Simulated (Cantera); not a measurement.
Charge: 1 mol Si, 1.6 mol Br₂, 2 mol H₂, equilibrated at 61.0 Pa.

Equilibrium computed with Cantera from the NASA thermochemical tables; the gas is ideal and each condensed phase is pure. Candidate condensed phases: Br₂, Si; 19 gas species. The tables' values for SiBr₃ are old estimates; treat these amounts as uncertain. The numbers say what is thermodynamically allowed, not how fast it happens.

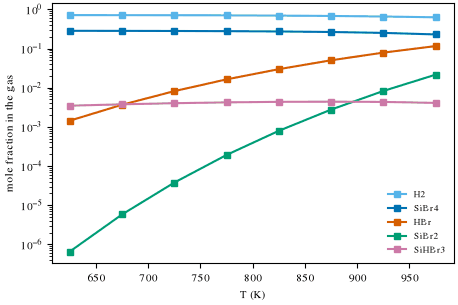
Fig. 1. Equilibrium gas composition (values under 1e-9 drawn at 1e-9)

Question: Read off the mole fractions at 775 K.

Answer: H₂ about 0.70, SiBr₄ about 0.28, HBr about 0.016, SiHBr₃ about 0.0042, SiBr₂ about 0.00019.
